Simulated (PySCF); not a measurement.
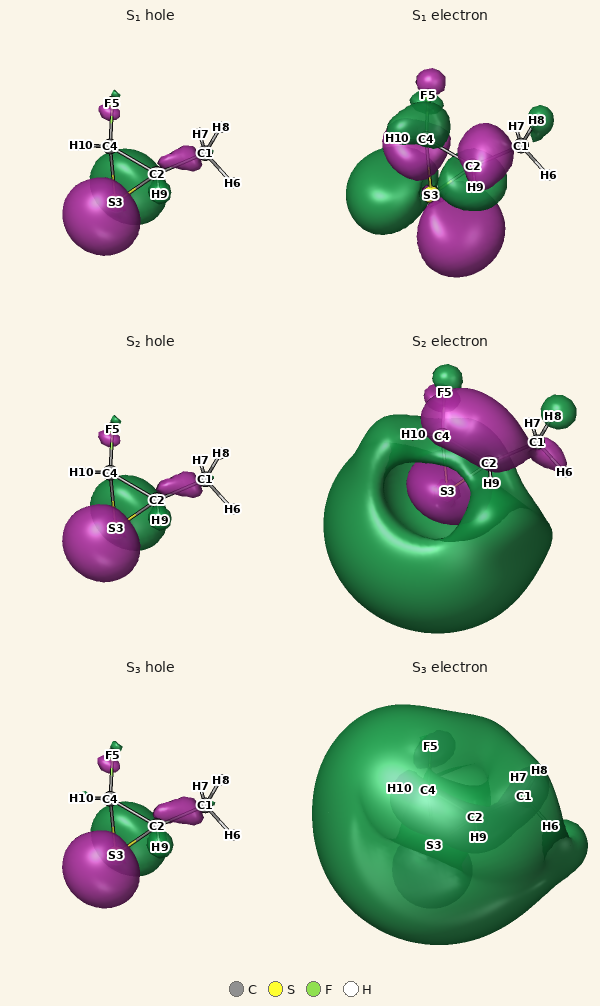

C₃H₅FS, SMILES `C[CH]1S[CH]1F`. Leading natural transition orbitals (TDA singlet states).

Method: CAM-B3LYP/def2-SVPD; geometry: GFN2-xTB; program: PySCF. No frequency check shows the geometry to be a minimum. GFN2-xTB bond lengths at metals and heavier atoms can be off by up to 0.1 Å and shapes distorted, which carries into these values.

Geometry (Å), atoms numbered from 1:

```
C1      -1.8071   -0.3655    0.2404
C2      -0.5570   -0.4219   -0.5920
S3       0.9986   -0.8622    0.2422
C4       0.4401    0.6720   -0.5041
F5       0.1786    1.7122    0.3184
H6      -2.1865   -1.3686    0.4201
H7      -1.6050    0.1122    1.1963
H8      -2.5694    0.2090   -0.2846
H9      -0.6678   -0.8926   -1.5640
H10      0.9883    1.0181   -1.3752
```

### Describe these excited states.

By state:
- S₁: 5.08 eV (244 nm), f = 0.000 (very weak); the leading pair carries 100 %; hole on S3 (82 %), electron on S3 (55 %), C2 (17 %) and C4 (15 %); their centroids lie 0.2 Å apart.
- S₂: 6.62 eV (187 nm), f = 0.035, partly diffuse acceptor orbital; the leading pair carries 99 %; hole on S3 (81 %) and C2 and C4 (5 % each), electron on S3 (75 %) and C2 and C4 (7 % each) (atom shares of so diffuse an orbital are rough); their centroids lie 1.0 Å apart.
- S₃: 6.74 eV (184 nm), f = 0.044, diffuse (Rydberg-like) orbital; the leading pair carries 98 %; hole on S3 (80 %) and C2 (5 %), electron on S3 (28 %), H9 (19 %) and H10 (18 %) (atom shares of so diffuse an orbital are rough); their centroids lie 1.5 Å apart.
